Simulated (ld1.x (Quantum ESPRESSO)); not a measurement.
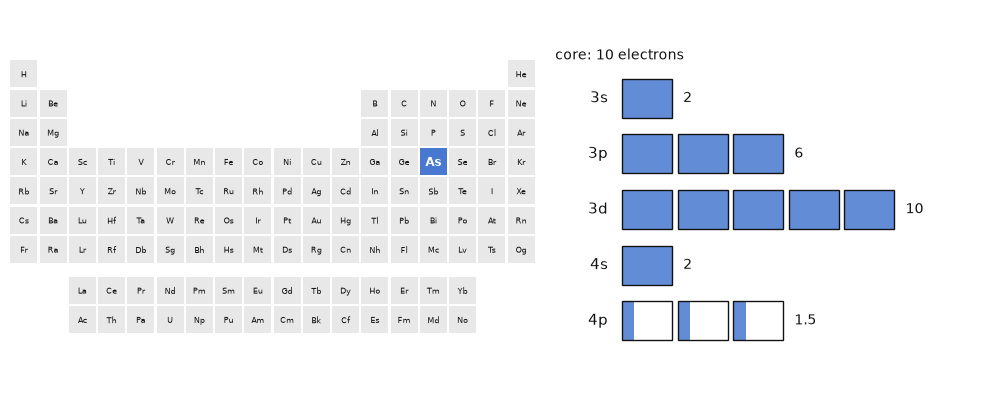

Left, the place of arsenic in the periodic table; right, the valence shells of the reference configuration: a box for each of the 2l + 1 orbitals, shaded by the share of the shell that is filled, with the electron count at the right.

Pseudopotential generation: As (part 1 of 2)

System: arsenic (As, Z = 33), core [Ne], reference valence 3s2 3p6 3d10 4s2 4p1.5 (an ion of charge +1.5), valence charge 23.
Method: TM potential, LDA (PZ), non-relativistic, made with ld1.x (Quantum ESPRESSO) 7.5.

### Log
```
     Program LD1 v.7.5
     --------------------------- All-electron run ----------------------------

     As

     atomic number is 33.00
     dft =PZ   lsd =0 sic =0 latt =0  beta=0.20 tr2=1.0E-14
     Exchange-correlation= PZ
                           (   1   1   0   0   0   0   0)
     mesh =1209 r(mesh) =  99.83237 a.u. xmin = -7.00 dx = 0.01250
     1 Ry =  13.60569312 eV

     n l     nl                  e(Ry)          e(Ha)          e(eV)
     1 0     1S 1( 2.00)      -847.8208      -423.9104    -11535.1896
     2 0     2S 1( 2.00)      -107.3209       -53.6604     -1460.1751
     2 1     2P 1( 6.00)       -96.1922       -48.0961     -1308.7621
     3 0     3S 1( 2.00)       -14.5912        -7.2956      -198.5239
     3 1     3P 1( 6.00)       -10.8329        -5.4165      -147.3893
     3 2     3D 1(10.00)        -4.2120        -2.1060       -57.3065
     4 0     4S 1( 2.00)        -2.0590        -1.0295       -28.0139
     4 1     4P 1( 1.50)        -1.3320        -0.6660       -18.1223

     final scf error:  3.8E-15 reached in  26 iterations

     Etot =   -4463.769233 Ry,   -2231.884617 Ha,  -60732.674357 eV

     Ekin =    4459.686283 Ry,    2229.843141 Ha,   60677.122990 eV
     Encl =  -10650.397702 Ry,   -5325.198851 Ha, -144906.042770 eV
     Eh   =    1885.363190 Ry,     942.681595 Ha,   25651.672985 eV
     Exc  =    -158.421004 Ry,     -79.210502 Ha,   -2155.427562 eV

     normalization and overlap integrals

     s(1S/1S) =  1.000000  <r> =   0.0464  <r2> =    0.0029  r(max) =   0.0307
     s(2S/2S) =  1.000000  <r> =   0.2070  <r2> =    0.0505  r(max) =   0.1744
     s(2P/2P) =  1.000000  <r> =   0.1790  <r2> =    0.0392  r(max) =   0.1375
     s(3S/3S) =  1.000000  <r> =   0.6104  <r2> =    0.4294  r(max) =   0.5305
     s(3P/3P) =  1.000000  <r> =   0.6225  <r2> =    0.4555  r(max) =   0.5239
     s(3D/3D) =  1.000000  <r> =   0.6737  <r2> =    0.5725  r(max) =   0.4740
     s(4S/4S) =  1.000000  <r> =   1.8642  <r2> =    3.9610  r(max) =   1.5936
     s(4P/4P) =  1.000000  <r> =   2.2192  <r2> =    5.6658  r(max) =   1.8515

     ------------------------ End of All-electron run ------------------------

     --------------------- Generating NC pseudopotential ---------------------

      Generating local pot.: lloc=3, matching radius rcloc =   0.8000

      Computing core charge for nlcc:

       r > 0.27 : true rho core
      Core charge pseudized with two Bessel functions
      Integrated core pseudo-charge :  11.43

      Wfc   3S  rcut= 0.707  Using Troullier-Martins method

      Wfc   3P  rcut= 0.743  Using Troullier-Martins method

      Wfc   3D  rcut= 0.908  Using Troullier-Martins method

     ------------------- End of pseudopotential generation -------------------

     --------------------------- All-electron run ----------------------------

     As

     atomic number is 33.00
     dft =PZ   lsd =0 sic =0 latt =0  beta=0.20 tr2=1.0E-14
     Exchange-correlation= PZ
                           (   1   1   0   0   0   0   0)
     mesh =1209 r(mesh) =  99.83237 a.u. xmin = -7.00 dx = 0.01250
     1 Ry =  13.60569312 eV

     n l     nl                  e(Ry)          e(Ha)          e(eV)
     1 0     1S 1( 2.00)      -847.8208      -423.9104    -11535.1896
     2 0     2S 1( 2.00)      -107.3209       -53.6604     -1460.1751
     2 1     2P 1( 6.00)       -96.1922       -48.0961     -1308.7621
     3 0     3S 1( 2.00)       -14.5912        -7.2956      -198.5239
     3 1     3P 1( 6.00)       -10.8329        -5.4165      -147.3893
     3 2     3D 1(10.00)        -4.2120        -2.1060       -57.3065
     4 0     4S 1( 2.00)        -2.0590        -1.0295       -28.0139
     4 1     4P 1( 1.50)        -1.3320        -0.6660       -18.1223

     final scf error:  3.8E-15 reached in  26 iterations

     Etot =   -4463.769233 Ry,   -2231.884617 Ha,  -60732.674357 eV

     Ekin =    4459.686283 Ry,    2229.843141 Ha,   60677.122990 eV
     Encl =  -10650.397702 Ry,   -5325.198851 Ha, -144906.042770 eV
     Eh   =    1885.363190 Ry,     942.681595 Ha,   25651.672985 eV
     Exc  =    -158.421004 Ry,     -79.210502 Ha,   -2155.427562 eV

     normalization and overlap integrals

     s(1S/1S) =  1.000000  <r> =   0.0464  <r2> =    0.0029  r(max) =   0.0307
     s(2S/2S) =  1.000000  <r> =   0.2070  <r2> =    0.0505  r(max) =   0.1744
     s(2P/2P) =  1.000000  <r> =   0.1790  <r2> =    0.0392  r(max) =   0.1375
     s(3S/3S) =  1.000000  <r> =   0.6104  <r2> =    0.4294  r(max) =   0.5305
     s(3P/3P) =  1.000000  <r> =   0.6225  <r2> =    0.4555  r(max) =   0.5239
     s(3D/3D) =  1.000000  <r> =   0.6737  <r2> =    0.5725  r(max) =   0.4740
     s(4S/4S) =  1.000000  <r> =   1.8642  <r2> =    3.9610  r(max) =   1.5936
     s(4P/4P) =  1.000000  <r> =   2.2192  <r2> =    5.6658  r(max) =   1.8515

     ------------------------ End of All-electron run ------------------------

     Computing logarithmic derivative in   0.99727
     Computing logarithmic derivative in   0.99727
     Computing the partial wave expansion
     R is outside the sphere for l=    0 j= 0.00
     R is outside the sphere for l=    1 j= 0.00
     R is outside the sphere for l=    2 j= 0.00
       no projector for channel:   3

     ---------------------- Testing the pseudopotential ----------------------

     As

     atomic number is 33.00   valence charge is 23.00
     dft =PZ   lsd =0 sic =0 latt =0  beta=0.20 tr2=1.0E-14
     mesh =1209 r(mesh) =  99.83237 xmin = -7.00 dx = 0.01250

     n l     nl             e AE (Ry)        e PS (Ry)    De AE-PS (Ry)
     1 0     3S   1( 2.00)      -14.59123      -14.59123        0.00000
     2 1     3P   1( 6.00)      -10.83291      -10.83291        0.00000
     3 2     3D   1(10.00)       -4.21195       -4.21195       -0.00000
     2 0     4S   1( 2.00)       -2.05898       -2.11718        0.05820  !
     3 1     4P   1( 1.50)       -1.33196       -1.33863        0.00667  !

     eps = 2.0E-15  iter = 15

     Etot =   -4463.769233 Ry,   -2231.884617 Ha,  -60732.674357 eV
     Etotps =  -714.043627 Ry,    -357.021814 Ha,   -9715.058472 eV

     Ekin =     398.923148 Ry,     199.461574 Ha,    5427.625935 eV
     Encl =   -1548.241522 Ry,    -774.120761 Ha,  -21064.899029 eV
     Ehrt =     529.282851 Ry,     264.641426 Ha,    7201.260048 eV
     Ecxc =    -114.378287 Ry,     -57.189144 Ha,   -1556.195874 eV
     (Ecc =     -56.242959 Ry,     -28.121480 Ha,    -765.224443 eV)
     Epseu=      20.370182 Ry,      10.185091 Ha,     277.150449 eV

     ---------------------- End of pseudopotential test ----------------------
```

### Output of the test run (extracts)
```
     ---------------------- Testing the pseudopotential ----------------------

     As

     atomic number is 33.00   valence charge is 23.00
     dft =PZ   lsd =0 sic =0 latt =0  beta=0.20 tr2=1.0E-14
     mesh =1209 r(mesh) =  99.83237 xmin = -7.00 dx = 0.01250

     n l     nl             e AE (Ry)        e PS (Ry)    De AE-PS (Ry)
     1 0     3S   1( 2.00)      -14.59123      -14.59123        0.00000
     2 1     3P   1( 6.00)      -10.83291      -10.83291        0.00000
     3 2     3D   1(10.00)       -4.21195       -4.21195       -0.00000
     2 0     4S   1( 2.00)       -2.05898       -2.11718        0.05820  !
     3 1     4P   1( 1.50)       -1.33196       -1.33863        0.00667  !

     eps = 1.9E-15  iter = 15

     Etot =   -4463.769233 Ry,   -2231.884617 Ha,  -60732.674357 eV
     Etotps =  -714.043627 Ry,    -357.021814 Ha,   -9715.058469 eV

     Ekin =     398.923148 Ry,     199.461574 Ha,    5427.625937 eV
     Encl =   -1548.241522 Ry,    -774.120761 Ha,  -21064.899028 eV
     Ehrt =     529.282851 Ry,     264.641426 Ha,    7201.260047 eV
     Ecxc =    -114.378287 Ry,     -57.189144 Ha,   -1556.195874 eV
     (Ecc =     -56.242959 Ry,     -28.121480 Ha,    -765.224443 eV)
     Epseu=      20.370182 Ry,      10.185091 Ha,     277.150449 eV

     ---------------------- End of pseudopotential test ----------------------

     ---------------------- Testing the pseudopotential ----------------------

     As

     atomic number is 33.00   valence charge is 23.00
     dft =PZ   lsd =0 sic =0 latt =0  beta=0.20 tr2=1.0E-14
     mesh =1209 r(mesh) =  99.83237 xmin = -7.00 dx = 0.01250

     n l     nl             e AE (Ry)        e PS (Ry)    De AE-PS (Ry)
     1 0     3S   1( 2.00)      -13.46085      -13.44536       -0.01549  !
     2 1     3P   1( 6.00)       -9.70278       -9.68737       -0.01541  !
     3 2     3D   1(10.00)       -3.08485       -3.06893       -0.01592  !
     2 0     4S   1( 2.00)       -1.04747       -1.07580        0.02833  !
     3 1     4P   1( 3.00)       -0.39541       -0.37564       -0.01977  !

     eps = 9.6E-15  iter = 19

     Etot =   -4465.037907 Ry,   -2232.518953 Ha,  -60749.935543 eV
     Etotps =  -715.299627 Ry,    -357.649814 Ha,   -9732.147222 eV
     dEtot_ae =      -1.268674 Ry
     dEtot_ps =      -1.256000 Ry,   Delta E=      -0.012674 Ry

     Ekin =     399.876367 Ry,     199.938183 Ha,    5440.595135 eV
     Encl =   -1574.503224 Ry,    -787.251612 Ha,  -21422.207684 eV
     Ehrt =     554.277779 Ry,     277.138890 Ha,    7541.333372 eV
     Ecxc =    -115.358356 Ry,     -57.679178 Ha,   -1569.530388 eV
     (Ecc =     -56.242959 Ry,     -28.121480 Ha,    -765.224443 eV)
     Epseu=      20.407806 Ry,      10.203903 Ha,     277.662343 eV

     ---------------------- End of pseudopotential test ----------------------

     ---------------------- Testing the pseudopotential ----------------------

     As

     atomic number is 33.00   valence charge is 23.00
     dft =PZ   lsd =0 sic =0 latt =0  beta=0.20 tr2=1.0E-14
     mesh =1209 r(mesh) =  99.83237 xmin = -7.00 dx = 0.01250

     n l     nl             e AE (Ry)        e PS (Ry)    De AE-PS (Ry)
     1 0     3S   1( 2.00)      -14.18009      -14.17374       -0.00635  !
     2 1     3P   1( 6.00)      -10.42190      -10.41559       -0.00631  !
     3 2     3D   1(10.00)       -3.80236       -3.79581       -0.00655  !
     2 0     4S   1( 2.00)       -1.69784       -1.74361        0.04577  !
     3 1     4P   1( 2.00)       -0.99662       -0.99205       -0.00457

     eps = 5.8E-15  iter = 18

     Etot =   -4464.350536 Ry,   -2232.175268 Ha,  -60740.583381 eV
     Etotps =  -714.625362 Ry,    -357.312681 Ha,   -9722.973370 eV
     dEtot_ae =      -0.581303 Ry
     dEtot_ps =      -0.581734 Ry,   Delta E=       0.000432 Ry

     Ekin =     399.328837 Ry,     199.664419 Ha,    5433.145614 eV
     Encl =   -1557.820912 Ry,    -778.910456 Ha,  -21195.233265 eV
     Ehrt =     538.199265 Ry,     269.099632 Ha,    7322.574037 eV
     Ecxc =    -114.740743 Ry,     -57.370371 Ha,   -1561.127335 eV
     (Ecc =     -56.242959 Ry,     -28.121480 Ha,    -765.224443 eV)
     Epseu=      20.408191 Ry,      10.204095 Ha,     277.667579 eV

     ---------------------- End of pseudopotential test ----------------------

     ---------------------- Testing the pseudopotential ----------------------

     As

     atomic number is 33.00   valence charge is 23.00
     dft =PZ   lsd =0 sic =0 latt =0  beta=0.20 tr2=1.0E-14
     mesh =1209 r(mesh) =  99.83237 xmin = -7.00 dx = 0.01250

     n l     nl             e AE (Ry)        e PS (Ry)    De AE-PS (Ry)
     1 0     3S   1( 2.00)      -15.03177      -15.03846        0.00669  !
     2 1     3P   1( 6.00)      -11.27325      -11.27989        0.00665  !
     3 2     3D   1(10.00)       -4.65041       -4.65737        0.00697  !
     2 0     4S   1( 2.00)       -2.43929       -2.51204        0.07274  !
     3 1     4P   1( 1.00)       -1.68605       -1.70618        0.02013  !

     eps = 2.4E-15  iter = 15

     Etot =   -4463.015462 Ry,   -2231.507731 Ha,  -60722.418776 eV
     Etotps =  -713.283251 Ry,    -356.641626 Ha,   -9704.713027 eV
     dEtot_ae =       0.753771 Ry
     dEtot_ps =       0.760376 Ry,   Delta E=      -0.006605 Ry

     Ekin =     398.430652 Ry,     199.215326 Ha,    5420.925180 eV
     Encl =   -1537.965094 Ry,    -768.982547 Ha,  -20925.081103 eV
     Ehrt =     519.938784 Ry,     259.969392 Ha,    7074.127542 eV
     Ecxc =    -113.988163 Ry,     -56.994082 Ha,   -1550.887968 eV
     (Ecc =     -56.242959 Ry,     -28.121480 Ha,    -765.224443 eV)
     Epseu=      20.300570 Ry,      10.150285 Ha,     276.203322 eV

     ---------------------- End of pseudopotential test ----------------------

     ---------------------- Testing the pseudopotential ----------------------

     As

     atomic number is 33.00   valence charge is 23.00
     dft =PZ   lsd =0 sic =0 latt =0  beta=0.20 tr2=1.0E-14
     mesh =1209 r(mesh) =  99.83237 xmin = -7.00 dx = 0.01250

     n l     nl             e AE (Ry)        e PS (Ry)    De AE-PS (Ry)
     1 0     3S   1( 2.00)      -14.29778      -14.27025       -0.02753  !
     2 1     3P   1( 6.00)      -10.52812      -10.50070       -0.02742  !
     3 2     3D   1( 9.00)       -3.88249       -3.84344       -0.03905  !
     2 0     4S   1( 2.00)       -1.20683       -1.24570        0.03888  !
     3 1     4P   1( 4.00)       -0.48782       -0.46377       -0.02405  !

     eps = 5.5E-15  iter = 21

     Etot =   -4461.999352 Ry,   -2230.999676 Ha,  -60708.593904 eV
     Etotps =  -712.265623 Ry,    -356.132812 Ha,   -9690.867490 eV
     dEtot_ae =       1.769881 Ry
     dEtot_ps =       1.778004 Ry,   Delta E=      -0.008123 Ry

     Ekin =     388.563965 Ry,     194.281983 Ha,    5286.682071 eV
     Encl =   -1550.843338 Ry,    -775.421669 Ha,  -21100.298544 eV
     Ehrt =     539.308675 Ry,     269.654338 Ha,    7337.668335 eV
     Ecxc =    -114.248775 Ry,     -57.124387 Ha,   -1554.433770 eV
     (Ecc =     -56.242959 Ry,     -28.121480 Ha,    -765.224443 eV)
     Epseu=      24.953849 Ry,      12.476925 Ha,     339.514417 eV

     ---------------------- End of pseudopotential test ----------------------

     ---------------------- Testing the pseudopotential ----------------------

     As

     atomic number is 33.00   valence charge is 23.00
     dft =PZ   lsd =0 sic =0 latt =0  beta=0.20 tr2=1.0E-14
     mesh =1209 r(mesh) =  99.83237 xmin = -7.00 dx = 0.01250

     n l     nl             e AE (Ry)        e PS (Ry)    De AE-PS (Ry)
     1 0     3S   1( 2.00)      -15.09693      -15.07451       -0.02242  !
     2 1     3P   1( 5.00)      -11.32818      -11.30389       -0.02429  !
     3 2     3D   1(10.00)       -4.66314       -4.64326       -0.01988  !
     2 0     4S   1( 2.00)       -1.89951       -1.95416        0.05466  !
     3 1     4P   1( 3.00)       -1.13409       -1.12194       -0.01215  !

     eps = 7.9E-15  iter = 14

     Etot =   -4454.541405 Ry,   -2227.270702 Ha,  -60607.123360 eV
     Etotps =  -704.822800 Ry,    -352.411400 Ha,   -9589.602720 eV
     dEtot_ae =       9.227828 Ry
     dEtot_ps =       9.220827 Ry,   Delta E=       0.007001 Ry

     Ekin =     404.113734 Ry,     202.056867 Ha,    5498.247448 eV
     Encl =   -1532.478624 Ry,    -766.239312 Ha,  -20850.433872 eV
     Ehrt =     521.818233 Ry,     260.909117 Ha,    7099.698744 eV
     Ecxc =    -113.491363 Ry,     -56.745681 Ha,   -1544.128656 eV
     (Ecc =     -56.242959 Ry,     -28.121480 Ha,    -765.224443 eV)
     Epseu=      15.215220 Ry,       7.607610 Ha,     207.013616 eV

     ---------------------- End of pseudopotential test ----------------------

     ---------------------- Testing the pseudopotential ----------------------

     As

     atomic number is 33.00   valence charge is 23.00
     dft =PZ   lsd =0 sic =0 latt =0  beta=0.20 tr2=1.0E-14
     mesh =1209 r(mesh) =  99.83237 xmin = -7.00 dx = 0.01250

     n l     nl             e AE (Ry)        e PS (Ry)    De AE-PS (Ry)
     1 0     3S   1( 2.00)      -13.27748      -13.26142       -0.01607  !
     2 1     3P   1( 6.00)       -9.51942       -9.50344       -0.01598  !
     3 2     3D   1(10.00)       -2.90169       -2.88516       -0.01653  !
     2 0     4S   1( 2.00)       -0.87641       -0.90241        0.02601  !
     3 1     4P   1( 3.30)       -0.23781       -0.21617       -0.02164  !

     eps = 8.6E-15  iter = 18

     Etot =   -4465.132576 Ry,   -2232.566288 Ha,  -60751.223583 eV
     Etotps =  -715.388038 Ry,    -357.694019 Ha,   -9733.350112 eV
     dEtot_ae =      -1.363343 Ry
     dEtot_ps =      -1.344411 Ry,   Delta E=      -0.018932 Ry

     Ekin =     399.969519 Ry,     199.984760 Ha,    5441.862535 eV
     Encl =   -1578.710943 Ry,    -789.355471 Ha,  -21479.456614 eV
     Ehrt =     558.466218 Ry,     279.233109 Ha,    7598.319986 eV
     Ecxc =    -115.507094 Ry,     -57.753547 Ha,   -1571.554072 eV
     (Ecc =     -56.242959 Ry,     -28.121480 Ha,    -765.224443 eV)
     Epseu=      20.394261 Ry,      10.197130 Ha,     277.478052 eV

     ---------------------- End of pseudopotential test ----------------------

     ---------------------- Testing the pseudopotential ----------------------

     As

     atomic number is 33.00   valence charge is 23.00
     dft =PZ   lsd =0 sic =0 latt =0  beta=0.20 tr2=1.0E-14
     mesh =1209 r(mesh) =  99.83237 xmin = -7.00 dx = 0.01250

     n l     nl             e AE (Ry)        e PS (Ry)    De AE-PS (Ry)
     1 0     3S   1( 2.00)      -15.99149      -16.01156        0.02008  !
     2 1     3P   1( 6.00)      -12.23236      -12.25228        0.01991  !
     3 2     3D   1(10.00)       -5.60426       -5.62546        0.02120  !
     2 0     4S   1( 2.00)       -3.24687       -3.35649        0.10962  !
     3 1     4P   1( 0.00)       -2.43983       -2.49562        0.05579  !

     eps = 4.6E-15  iter = 13

     Etot =   -4460.956986 Ry,   -2230.478493 Ha,  -60694.411791 eV
     Etotps =  -711.188011 Ry,    -355.594005 Ha,   -9676.205824 eV
     dEtot_ae =       2.812247 Ry
     dEtot_ps =       2.855617 Ry,   Delta E=      -0.043370 Ry

     Ekin =     397.182423 Ry,     198.591211 Ha,    5403.942154 eV
     Encl =   -1515.551170 Ry,    -757.775585 Ha,  -20620.124126 eV
     Ehrt =     500.267485 Ry,     250.133742 Ha,    6806.485879 eV
     Ecxc =    -113.141758 Ry,     -56.570879 Ha,   -1539.372044 eV
     (Ecc =     -56.242959 Ry,     -28.121480 Ha,    -765.224443 eV)
     Epseu=      20.055010 Ry,      10.027505 Ha,     272.862313 eV

     ---------------------- End of pseudopotential test ----------------------

     ---------------------- Testing the pseudopotential ----------------------

     As

     atomic number is 33.00   valence charge is 23.00
     dft =PZ   lsd =1 sic =0 latt =0  beta=0.20 tr2=1.0E-14
     mesh =1209 r(mesh) =  99.83237 xmin = -7.00 dx = 0.01250

     n l     nl             e AE (Ry)        e PS (Ry)    De AE-PS (Ry)
     1 0     3S   1( 1.00)      -14.58986      -14.59182        0.00195
     2 1     3P   1( 3.00)      -10.83217      -10.83398        0.00181
     3 2     3D   1( 5.00)       -4.21347       -4.21504        0.00157
     2 0     4S   1( 1.00)       -2.09688       -2.14494        0.04806  !
     3 1     4P   1( 1.50)       -1.36930       -1.36608       -0.00322
     1 0     3S   2( 1.00)      -14.58200      -14.58382        0.00182
     2 1     3P   2( 3.00)      -10.82304      -10.82501        0.00197
     3 2     3D   2( 5.00)       -4.19968       -4.20199        0.00230
     2 0     4S   2( 1.00)       -2.00564       -2.08173        0.07609  !
     3 1     4P   2( 0.00)       -1.27885       -1.30390        0.02505  !

     eps = 1.0E-14  iter = 16

     Etot =   -4463.802525 Ry,   -2231.901262 Ha,  -60733.127313 eV
     Etotps =  -714.066842 Ry,    -357.033421 Ha,   -9715.374318 eV
     dEtot_ae =      -0.033292 Ry
     dEtot_ps =      -0.023215 Ry,   Delta E=      -0.010077 Ry

     Ekin =     398.939944 Ry,     199.469972 Ha,    5427.854447 eV
     Encl =   -1548.324163 Ry,    -774.162081 Ha,  -21066.023415 eV
     Ehrt =     529.351318 Ry,     264.675659 Ha,    7202.191583 eV
     Ecxc =    -114.406246 Ry,     -57.203123 Ha,   -1556.576270 eV
     (Ecc =     -56.242959 Ry,     -28.121480 Ha,    -765.224443 eV)
     Epseu=      20.372306 Ry,      10.186153 Ha,     277.179337 eV

     ---------------------- End of pseudopotential test ----------------------

     ---------------------- Testing the pseudopotential ----------------------

     As

     atomic number is 33.00   valence charge is 23.00
     dft =PZ   lsd =1 sic =0 latt =0  beta=0.20 tr2=1.0E-14
     mesh =1209 r(mesh) =  99.83237 xmin = -7.00 dx = 0.01250

     n l     nl             e AE (Ry)        e PS (Ry)    De AE-PS (Ry)
     1 0     3S   1( 1.00)      -13.44309      -13.43510       -0.00799  !
     2 1     3P   1( 3.00)       -9.68595       -9.67784       -0.00811  !
     3 2     3D   1( 5.00)       -3.07151       -3.06254       -0.00897  !
     2 0     4S   1( 1.00)       -1.09175       -1.11039        0.01864  !
     3 1     4P   1( 3.00)       -0.43843       -0.41023       -0.02820  !
     1 0     3S   2( 1.00)      -13.43133      -13.42314       -0.00820  !
     2 1     3P   2( 3.00)       -9.67233       -9.66442       -0.00790  !
     3 2     3D   2( 5.00)       -3.05077       -3.04283       -0.00794  !
     2 0     4S   2( 1.00)       -0.95066       -1.00905        0.05839  !
     3 1     4P   2( 0.00)       -0.30406       -0.31228        0.00822  !

     eps = 7.8E-15  iter = 20

     Etot =   -4465.134928 Ry,   -2232.567464 Ha,  -60751.255582 eV
     Etotps =  -715.372130 Ry,    -357.686065 Ha,   -9733.133664 eV
     dEtot_ae =      -1.365695 Ry
     dEtot_ps =      -1.328502 Ry,   Delta E=      -0.037192 Ry

     Ekin =     399.929596 Ry,     199.964798 Ha,    5441.319349 eV
     Encl =   -1574.884754 Ry,    -787.442377 Ha,  -21427.398664 eV
     Ehrt =     554.622602 Ry,     277.311301 Ha,    7546.024917 eV
     Ecxc =    -115.452743 Ry,     -57.726371 Ha,   -1570.814588 eV
     (Ecc =     -56.242959 Ry,     -28.121480 Ha,    -765.224443 eV)
     Epseu=      20.413170 Ry,      10.206585 Ha,     277.735322 eV

     ---------------------- End of pseudopotential test ----------------------
```

(Continued in part 2.) Outcome of the run: generated; the pseudo-atom misses its reference levels by up to 0.79 eV (4s, which has no pseudo-wave of its own).
